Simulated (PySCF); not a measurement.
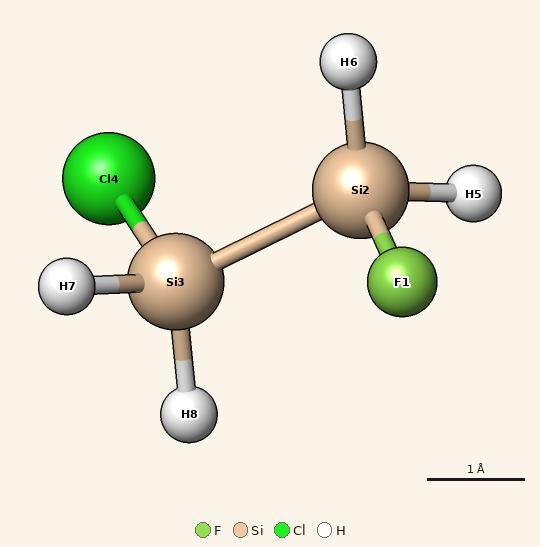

Figure 1. The structure as given in the input (ball-and-stick view, seen at a tilt; atoms are numbered from 1 in the order of the input). Bond lengths as drawn: Cl–Si 2.06 Å, F–Si 1.62 Å, H–Si 1.45 to 1.48 Å and Si–Si 2.29 Å.

**Geometry relaxation, with input and output: Si$_{2}$H$_{4}$ClF**

System: Si$_{2}$H$_{4}$ClF, SMILES F[SiH2][SiH2]Cl.
Method: PBE0-D3(BJ)/def2-SVP geometry optimisation, gas phase (PySCF 2.14.0).

Log:
```
step   0  E = -1140.62125705  max force = 0.017902
step   1  E = -1140.62756467  max force = 0.003842
step   2  E = -1140.62779793  max force = 0.001324
step   3  E = -1140.62784715  max force = 0.000411
step   4  E = -1140.62790321  max force = 0.000698
step   5  E = -1140.62792963  max force = 0.000773
step   6  E = -1140.62794213  max force = 0.000351
optimisation converged
```

Trajectory as extended XYZ (Å, eV, eV/Å), 7 frames, from step=0 to step=6:
```
8
Properties=species:S:1:pos:R:3:forces:R:3 step=0 energy=-31037.88533
F    -1.7159   -1.2744   -0.6753   -0.0437  -0.6235  -0.4913
Si   -1.1644    0.0145    0.1340   -0.6436  -0.2960  -0.3711
Si    1.1081   -0.0471   -0.1665    0.9151   0.0422   0.1666
Cl    2.0002    1.5199    0.8249    0.0240   0.5149   0.3150
H    -1.6598   -0.2108    1.4800    0.0799   0.1524   0.9206
H    -1.8739    1.1519   -0.4615    0.0737   0.6200  -0.1037
H     1.5725    0.0730   -1.5529   -0.1988   0.0027  -0.5855
H     1.7883   -1.2462    0.3649   -0.2066  -0.4128   0.1493
8
Properties=species:S:1:pos:R:3:forces:R:3 step=1 energy=-31038.05697
F    -1.6979   -1.3326   -0.7363   -0.0918   0.1231   0.0927
Si   -1.1806   -0.0273    0.1050    0.1975  -0.1027  -0.0836
Si    1.1452   -0.0454   -0.1592   -0.1415   0.0467   0.0393
Cl    1.9156    1.5889    0.8700    0.0148  -0.0223  -0.0165
H    -1.5621   -0.1767    1.5376   -0.0664  -0.0044  -0.0138
H    -1.7770    1.2081   -0.4745   -0.0767  -0.0132   0.0039
H     1.5039    0.0678   -1.5986    0.0697   0.0083  -0.0472
H     1.7127   -1.3003    0.4023    0.0944  -0.0355   0.0253
8
Properties=species:S:1:pos:R:3:forces:R:3 step=2 energy=-31038.06331
F    -1.7344   -1.3203   -0.7231   -0.0225   0.0388   0.0287
Si   -1.1785   -0.0262    0.1059    0.0274  -0.0681  -0.0513
Si    1.1491   -0.0513   -0.1636   -0.0191  -0.0041   0.0037
Cl    1.9237    1.5825    0.8619   -0.0121   0.0022   0.0002
H    -1.5727   -0.1734    1.5354    0.0041   0.0131   0.0131
H    -1.7898    1.2052   -0.4692    0.0024   0.0141   0.0064
H     1.5241    0.0657   -1.6022    0.0083  -0.0061   0.0029
H     1.7384   -1.2998    0.4011    0.0115   0.0101  -0.0037
8
Properties=species:S:1:pos:R:3:forces:R:3 step=3 energy=-31038.06465
F    -1.7561   -1.3160   -0.7164   -0.0087   0.0118   0.0095
Si   -1.1773   -0.0286    0.1049   -0.0106  -0.0212  -0.0146
Si    1.1492   -0.0568   -0.1675    0.0109  -0.0154  -0.0110
Cl    1.9148    1.5812    0.8577   -0.0166   0.0114   0.0062
H    -1.5651   -0.1669    1.5377    0.0135   0.0059   0.0065
H    -1.7833    1.2085   -0.4650    0.0144   0.0072   0.0016
H     1.5298    0.0608   -1.6049   -0.0016  -0.0064   0.0047
H     1.7478   -1.2998    0.3997   -0.0012   0.0066  -0.0029
8
Properties=species:S:1:pos:R:3:forces:R:3 step=4 energy=-31038.06618
F    -1.7900   -1.3090   -0.7052   -0.0045  -0.0154  -0.0097
Si   -1.1750   -0.0323    0.1036   -0.0230   0.0359   0.0278
Si    1.1494   -0.0674   -0.1750    0.0246  -0.0261  -0.0232
Cl    1.8900    1.5818    0.8514   -0.0129   0.0175   0.0104
H    -1.5462   -0.1558    1.5427    0.0120  -0.0072  -0.0026
H    -1.7655    1.2161   -0.4589    0.0140  -0.0031  -0.0067
H     1.5369    0.0505   -1.6105   -0.0039  -0.0039   0.0040
H     1.7604   -1.3014    0.3981   -0.0064   0.0023   0.0000
8
Properties=species:S:1:pos:R:3:forces:R:3 step=5 energy=-31038.06690
F    -1.8109   -1.3031   -0.6979   -0.0050  -0.0169  -0.0113
Si   -1.1735   -0.0333    0.1036   -0.0108   0.0398   0.0291
Si    1.1500   -0.0755   -0.1804    0.0118  -0.0221  -0.0191
Cl    1.8689    1.5834    0.8476   -0.0052   0.0142   0.0085
H    -1.5324   -0.1498    1.5463    0.0057  -0.0092  -0.0040
H    -1.7513    1.2220   -0.4564    0.0070  -0.0045  -0.0073
H     1.5417    0.0421   -1.6145   -0.0004  -0.0016   0.0021
H     1.7673   -1.3034    0.3981   -0.0031   0.0004   0.0019
8
Properties=species:S:1:pos:R:3:forces:R:3 step=6 energy=-31038.06724
F    -1.8250   -1.2976   -0.6933   -0.0028  -0.0076  -0.0060
Si   -1.1724   -0.0325    0.1039    0.0000   0.0180   0.0119
Si    1.1506   -0.0819   -0.1843   -0.0018  -0.0101  -0.0079
Cl    1.8528    1.5848    0.8450    0.0006   0.0064   0.0039
H    -1.5232   -0.1468    1.5486    0.0008  -0.0045  -0.0020
H    -1.7408    1.2268   -0.4559    0.0013  -0.0017  -0.0031
H     1.5463    0.0351   -1.6171    0.0018  -0.0005   0.0008
H     1.7715   -1.3054    0.3993    0.0000   0.0000   0.0024
```

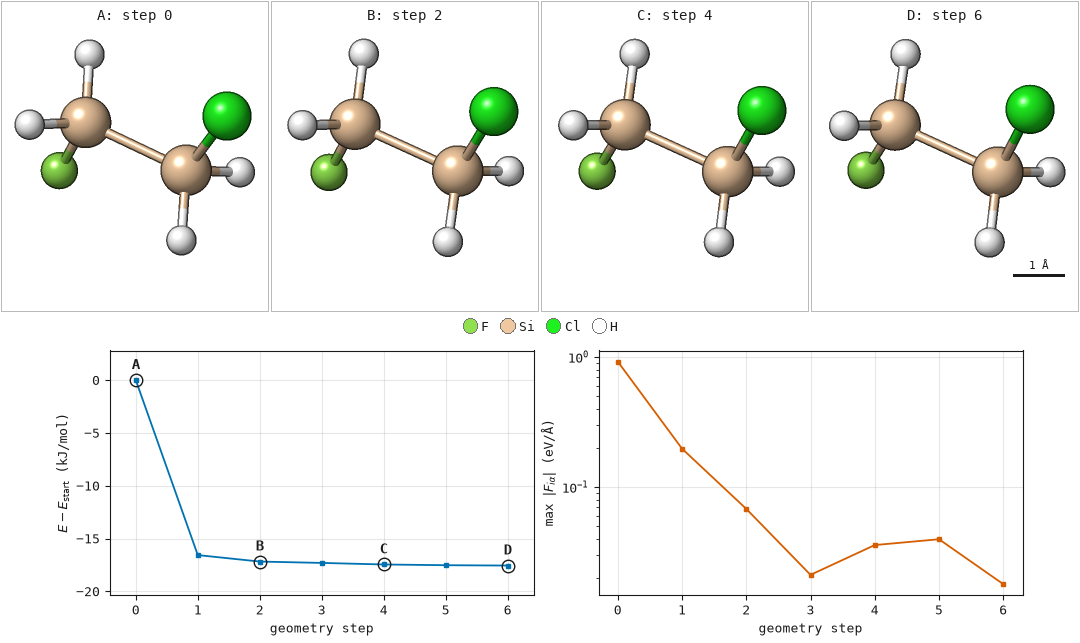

Figure 2. Frames of the relaxation (ball-and-stick view, seen at an oblique angle) above the curves, on which the letters mark them (steps are counted from 0).

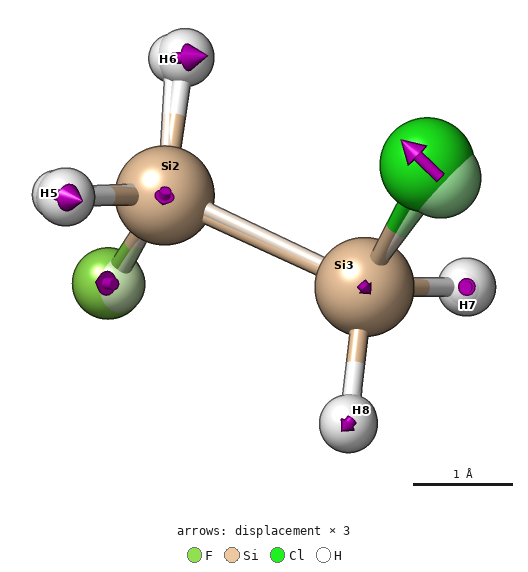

Figure 3. Start (faint) and end (solid) with the displacements as pink arrows, magnified 3 times (ball-and-stick view, seen at an oblique angle). The two geometries are laid on each other by the best rigid fit. Cl4 moves most after the best rigid fit: 0.19 Å. By element the largest moves are Cl 0.19 Å, H 0.14 Å, F 0.11 Å, Si 0.07 Å. Among the contacts that change: Si2–Si3 2.293 → 2.341 Å, Si2–H5 1.452 → 1.491 Å, Si2–H6 1.467 → 1.491 Å, Si3–Cl4 2.058 → 2.081 Å. Among the angles that change: Si3–Si2–H5 117.1° → 110.6°, Si3–Si2–H6 116.5° → 110.5°, F1–Si2–H5 102.9° → 108.7°. The energy falls by 17.6 kJ/mol in 6 geometry steps. The largest force component goes from 0.92 to 0.018 eV/Å. (Atoms are counted from 1 in the order of the input.)

This output came from the following input.

Input:
```
{"job": {"xc": "PBE0", "basis": "def2-SVP", "d3": "d3bj", "grid": 1, "shake": 0.01, "kind": "geom"}, "charge": 0, "multiplicity": 1}
F     -1.715860    -1.274400    -0.675300
Si    -1.164450     0.014540     0.133960
Si     1.108100    -0.047110    -0.166530
Cl     2.000170     1.519870     0.824920
H     -1.659780    -0.210760     1.479990
H     -1.873850     1.151890    -0.461510
H      1.572530     0.072990    -1.552870
H      1.788280    -1.246150     0.364870
```

The first line tells a small driver script what to run in PySCF; the rest is the geometry in Å.

Command:
```bash
OMP_NUM_THREADS=1 python <driver script> task.json out
```

Results in brief:

```csv
quantity,value
outcome,converged
total energy,−1140.627942 hartree
dipole moment,0.10 D
point group,Cs
hardware,"1 CPU thread, shared host"
wall time,19 s
peak memory,0.37 GiB
```
